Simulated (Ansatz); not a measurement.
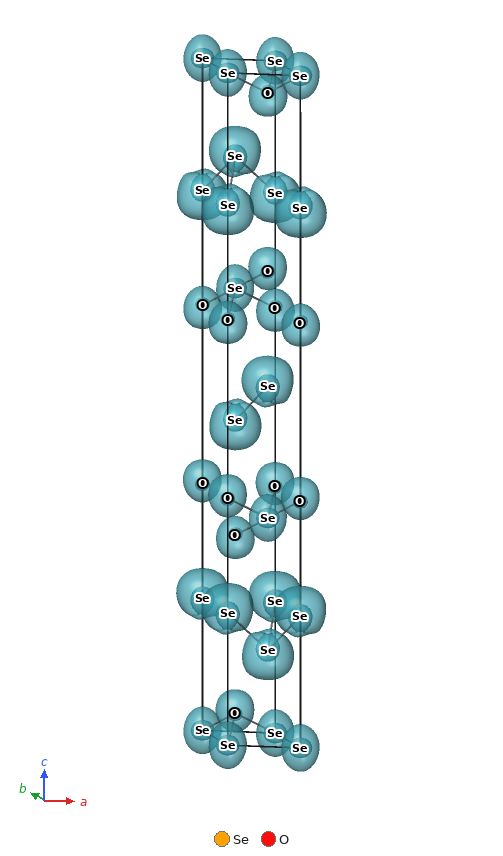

Se3O2. Isosurface of the electron localisation function at 0.65 (cyan), seen slightly off an axis. Only the valence region is drawn (cores and ρ < 0.01 e/Å³ removed). Sticks mark near contacts.

Space group R-3m; started from the tetradymite_166 prototype, which need not be the ambient phase.

The calculation used DFT PBE, scalar-relativistic, plane waves, PAW (Ansatz 0.2.0).

In a PAW calculation such maps are meaningful between the atoms, not at the nuclei.

```xyz
15
Lattice="3.2328 0.0000 0.0000 -1.6164 2.7997 0.0000 0.0000 0.0000 30.1322" Properties=species:S:1:pos:R:3 pbc="T T T"
Se    0.0000    0.0000    0.0000
Se    1.6164    0.9332   10.0440
Se    0.0000    1.8665   20.0883
Se    0.0000    0.0000    5.9312
Se    1.6164    0.9332   15.9752
Se    0.0000    1.8665   26.0195
Se    1.6164    0.9332    4.1127
Se    0.0000    1.8665   14.1570
Se    0.0000    0.0000   24.2010
O     0.0000    1.8665    1.0320
O     0.0000    0.0000   11.0760
O     1.6164    0.9332   21.1203
O     0.0000    1.8665    9.0119
O     0.0000    0.0000   19.0562
O     1.6164    0.9332   29.1002
```

Q: Where are the electrons localised?

A: At this value the surface marks out six regions wrapped around O (the valence shell of each) and nine regions wrapped around Se (the valence shell of each), counted in one cell of 15 atoms. Any copies at cell faces, edges or corners count once. Profiles from the grid: Se–O (2.13 Å): the ELF peaks at about 0.80 in the valence shell of O, 0.6 Å from its nucleus, and drops to about 0.45 between the two atoms. Se–Se (2.61 Å): the ELF peaks at about 0.75 between the atoms.
